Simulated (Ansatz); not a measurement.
## Electronic structure of C4H4F4Si in real space

```xyz
13

C    -1.6481    0.8985    0.0731
C    -0.7676    2.0135   -0.5732
C     0.1888    1.7252    0.5641
C    -0.5142    0.6870    1.0708
F    -1.9579   -0.1657   -0.7349
F    -1.4261   -0.4484    3.5133
F     0.0313   -1.9597    2.0240
F     1.1160    0.0359    3.2657
Si   -0.2004   -0.4370    2.4745
H    -2.5822    1.2681    0.5295
H    -0.3955    1.7119   -1.5649
H    -1.1981    3.0267   -0.6377
H     1.1115    2.2131    0.8909
```

Geometry: B3LYP-D3(BJ)/def2-SVP.

Theory: Ansatz 0.2.0, isolated molecule in a Gaussian basis; Kohn-Sham density functional theory, functional PBE0.

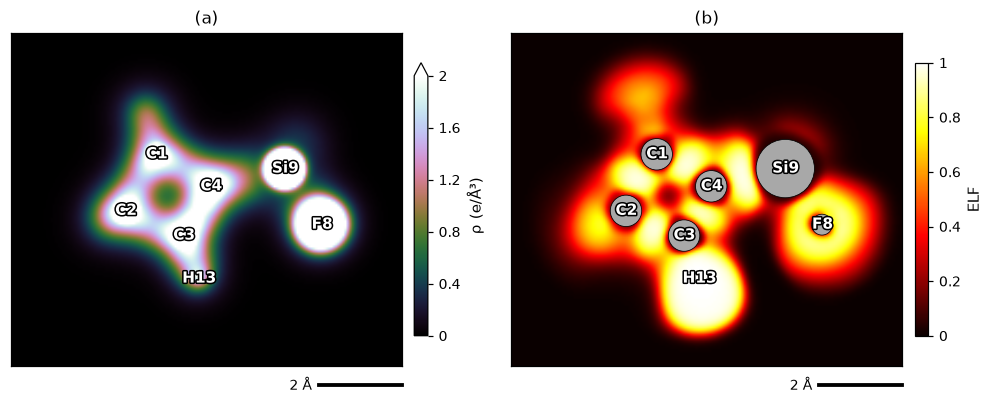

Figure 1. (a) electron density; (b) ELF on the plane of atoms C4, Si9 and F8. Grey discs cover the atomic cores in the ELF map.

Question: Read the bonding off the picture.

Answer: The plane passes through C, F, Si and H nuclei.
C–C (1.35 Å): the density is about 2.2 e/Å³ at the midpoint; the ELF peaks at about 0.90 between the atoms, as expected for a covalent bond.
Si–F (1.61 Å): the density is about 1.1 e/Å³ at the midpoint; the ELF peaks at about 0.85 in the valence shell of F, 0.6 Å from its nucleus, and is about 0.45 at the midpoint.
C–Si (1.83 Å): ρ is about 1.1 e/Å³ halfway; the ELF peaks at about 1 between the atoms, as expected for a shared electron pair.
C–H (1.09 Å): the density is about 2 e/Å³ at the midpoint; the ELF climbs to about 1 towards the hydrogen, as it does in any bond to H; a covalent bond by its length.
C–C (1.51 Å): ρ is about 1.7 e/Å³ halfway; the ELF peaks at about 0.95 between the atoms; a shared electron pair.
The ELF also peaks beside F8, away from the bonds: lone-pair regions.

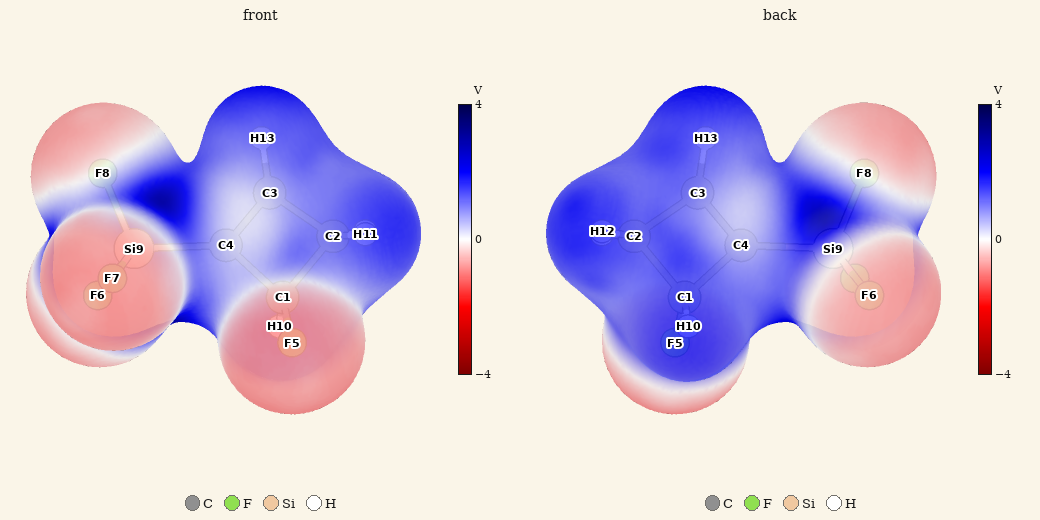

Figure 2. The electrostatic potential painted on the density surface at 0.004 e/bohr³, seen from the front and from behind; red is negative and blue positive.

Question: Describe the electrostatic potential map.

Answer: The most negative region (about −0.9 V) lies over F5 and F7, the most positive (about +3.0 V) over Si9.

Question: How polar is the molecule by this calculation?

Answer: Its dipole moment is 3.82 D.

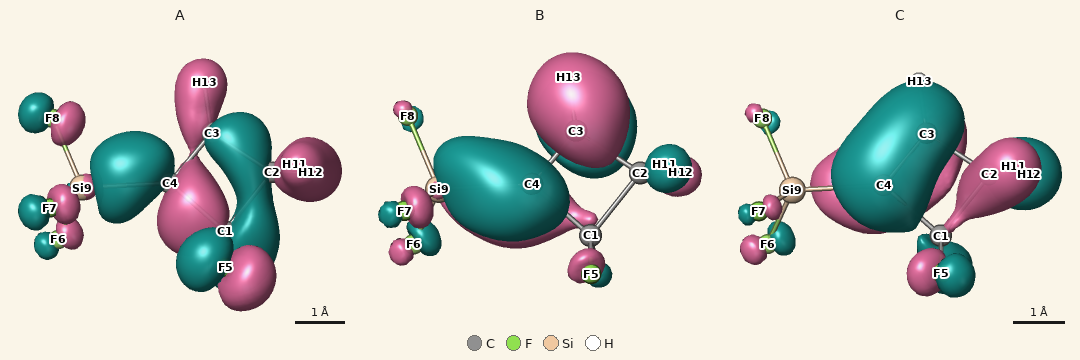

Figure 3. Three frontier orbitals at ±0.1 Å⁻³ᐟ² (teal and pink are the two phases), in no order.

Question: Which picture is the HOMO−1, the HOMO and the LUMO?

Answer: A is the HOMO−1 (−9.56 eV). By Hirshfeld shares it lies mainly on C4 (about 20 %), C1 (about 20 %), F5 (about 15 %), C2 (about 10 %), C3 (about 10 %) and Si9 (about 5 %). C is the HOMO (−8.68 eV). Its weight (Hirshfeld) is mainly on C4 (about 35 %), C3 (about 30 %) and C2 (about 10 %); π-bonding across C4–C3. B is the LUMO (−1.56 eV). Its weight (Hirshfeld) is mainly on C3 (about 35 %), C4 (about 25 %) and Si9 (about 15 %); π-antibonding (π*) across C3–C4.

Question: What is the HOMO–LUMO gap?

Answer: 7.12 eV between the orbital energies.
